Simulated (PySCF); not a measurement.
SMILES CS/C=C\C(C)(C)C, singlet at its GFN2-xTB optimised geometry (Å):

```
22

C      3.1659    -1.2377     0.0000
S      1.3486    -1.2377     0.0000
C      1.0628     0.4997     0.0000
C     -0.1062     1.1276    -0.0041
C     -1.4886     0.5232    -0.0098
C     -1.6888    -0.3385     1.2424
C     -1.6787    -0.3397    -1.2627
C     -2.5244     1.6511    -0.0146
H      3.5311    -0.7374    -0.8926
H      3.5313    -0.7457     0.8971
H      3.4773    -2.2772    -0.0048
H      1.9860     1.0589     0.0040
H     -0.0705     2.2095    -0.0031
H     -0.9758    -1.1580     1.2577
H     -1.5499     0.2593     2.1408
H     -2.6935    -0.7548     1.2538
H     -1.5282     0.2562    -2.1604
H     -2.6847    -0.7524    -1.2840
H     -0.9685    -1.1618    -1.2693
H     -2.4137     2.2772     0.8685
H     -2.4076     2.2753    -0.8983
H     -3.5313     1.2397    -0.0176
```

Level of theory: PBE0/def2-SVP (PySCF). Cells within 0.4 Å of a nucleus heavier than hydrogen are left out (blank, or x).

Map of the Laplacian of the electron density (e/bohr⁵), clipped to [-1.50, 1.50] on the plane z = 0.0 Å:

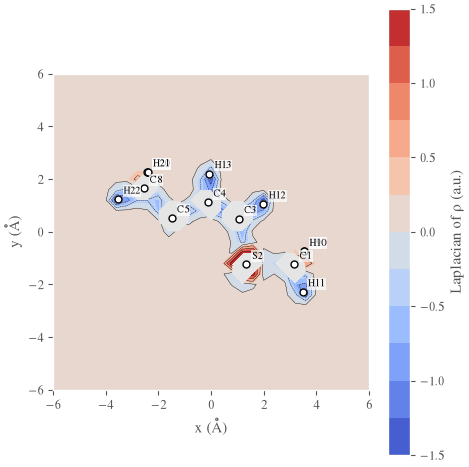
*Laplacian of the electron density (e/bohr⁵), clipped to [-1.50, 1.50] on the plane z = 0.0 Å.*
